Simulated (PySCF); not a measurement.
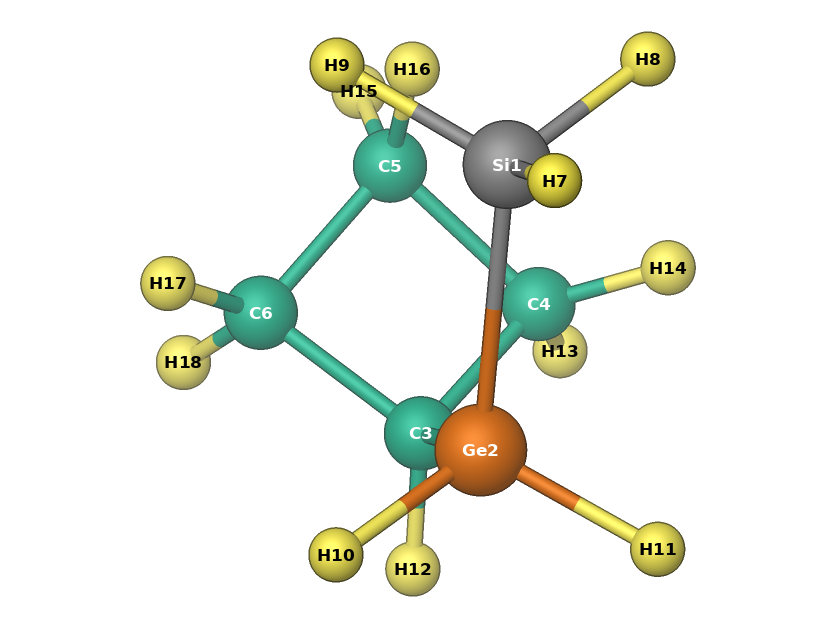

C3 lies behind Ge2. The molecule seen a little off the Ge2–C3 bond, Ge2 in front. Atoms fade into the background with distance from the viewer. The computed structure is the end point of a PBE0-D3(BJ)/def2-SVP optimisation. No frequency run is at hand to confirm it as a minimum.

Question: What is the torsion angle Si1–Ge2–C3–C4? The sign is positive where the front bond must turn clockwise to cover the back bond.

Answer: 49°, synclinal (gauche). The bonds about Ge2–C3 are staggered.
